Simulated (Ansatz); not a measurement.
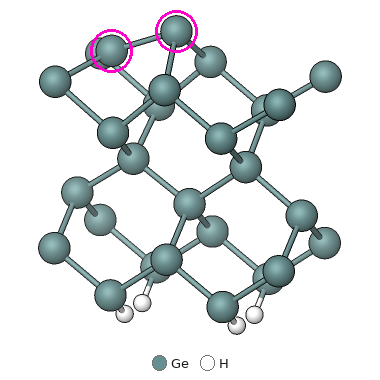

The system is a Ge(100) slab cut from the Fd-3m phase, its lower face capped with 4 H atoms (18 atoms in the cell); the picture shows the reference structure. Two atoms of the surface dimers are held at set heights. First axis: height of Ge13 above its place in the flat dimer. Second axis: height of Ge14 above its place in the flat dimer. Relaxed at each point: all atoms of the upper layers, but for the two heights. The grid has 7 × 7 points; 28 points were computed and 21 follow by symmetry. Points are written as (first, second). All energies are given in eV relative to the lowest grid point. Level of theory: DFT LDA, scalar-relativistic, plane waves, PAW in Ansatz 0.2.0. Settings: cutoff 420 eV, k-mesh 6×3×1, gaussian smearing 0.05 eV, no spin polarisation.

Its coordinates:

```yaml
crystal:
  lattice:
    - [3.97523, 0.00000, 0.00000]
    - [0.00000, 7.95046, 0.00000]
    - [0.00000, 0.00000, 22.18917]
  atoms:
    - { symbol: Ge, position: [0.00000, 0.25000, 0.22112] }
    - { symbol: Ge, position: [0.00000, 0.75000, 0.22112] }
    - { symbol: Ge, position: [0.00000, 0.50000, 0.28446] }
    - { symbol: Ge, position: [0.00000, 0.00000, 0.28446] }
    - { symbol: Ge, position: [0.50000, 0.50000, 0.34780] }
    - { symbol: Ge, position: [0.50000, 0.00000, 0.34780] }
    - { symbol: Ge, position: [0.50000, 0.75090, 0.41317] }
    - { symbol: Ge, position: [0.50000, 0.24972, 0.40832] }
    - { symbol: Ge, position: [0.00000, 0.74316, 0.47798] }
    - { symbol: Ge, position: [0.00000, 0.26143, 0.46975] }
    - { symbol: Ge, position: [0.00000, 0.00410, 0.53869] }
    - { symbol: Ge, position: [0.00000, 0.49142, 0.54304] }
    - { symbol: Ge, position: [0.50000, 0.15333, 0.56956] }
    - { symbol: Ge, position: [0.50000, 0.44172, 0.60940] }
    - { symbol: H, position: [0.69143, 0.25000, 0.17968] }
    - { symbol: H, position: [0.30857, 0.25000, 0.17968] }
    - { symbol: H, position: [0.30792, 0.75000, 0.17942] }
    - { symbol: H, position: [0.69208, 0.75000, 0.17942] }
```

Range: height of Ge13 above its place in the flat dimer from −0.669 to 0.647 Å; height of Ge14 above its place in the flat dimer from −0.669 to 0.647 Å.

What landscape does the calculation give?

Answer. The lowest grid point is at (−0.453 Å, 0.431 Å); the map holds 2 wells of about this depth. No other kind of well shows on this grid. The highest grid point, (−0.669 Å, −0.669 Å), lies 1.094 eV above the lowest. On the interpolated surface the easiest way out of the lowest well to a well of about the same depth near (0.431 Å, −0.453 Å) passes a barrier of about 0.29 eV.

| second ↓, first → | −0.669 | −0.453 | −0.226 | 0.000 | 0.216 | 0.431 | 0.647 |
| --- | --- | --- | --- | --- | --- | --- | --- |
| 0.647 | 0.197 | 0.073 | 0.051 | 0.147 | 0.325 | 0.568 | 0.876 |
| 0.431 | 0.079 | 0.000 | 0.022 | 0.158 | 0.366 | 0.566 | 0.568 |
| 0.216 | 0.084 | 0.045 | 0.104 | 0.247 | 0.363 | 0.366 | 0.325 |
| 0.000 | 0.206 | 0.200 | 0.255 | 0.285 | 0.247 | 0.158 | 0.147 |
| −0.226 | 0.448 | 0.431 | 0.375 | 0.255 | 0.104 | 0.022 | 0.051 |
| −0.453 | 0.766 | 0.654 | 0.431 | 0.200 | 0.045 | 0.000 | 0.073 |
| −0.669 | 1.094 | 0.766 | 0.448 | 0.206 | 0.084 | 0.079 | 0.197 |

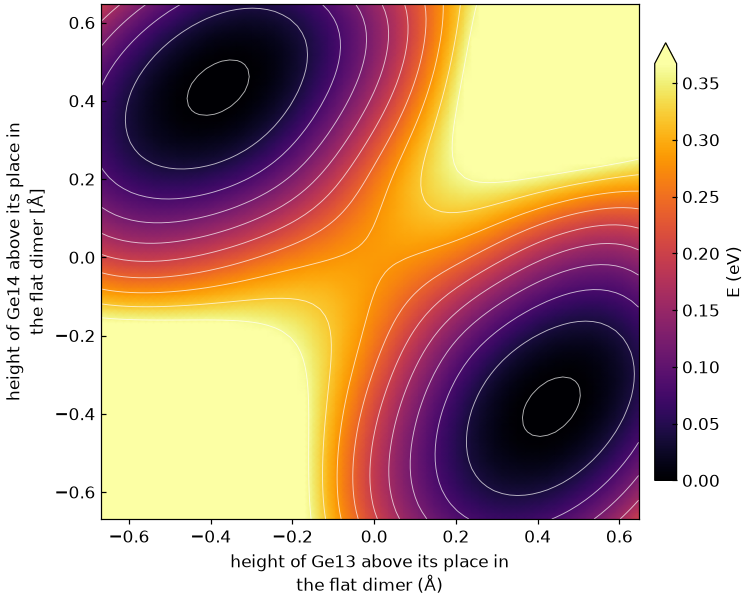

The picture shows a smooth colour map with a few white contour lines, one colour for all values above the top of the scale. Between grid points the surface is interpolated.

Each point was launched as `ansatz run input.yaml --threads 4 --pin off --max-ram 12288MiB --backend cpu --events-out ev --progress --plain --runs-dir out`. Time for the 28 points that were run: 51 min on 4 threads of Arm Neoverse V1 (shared host).
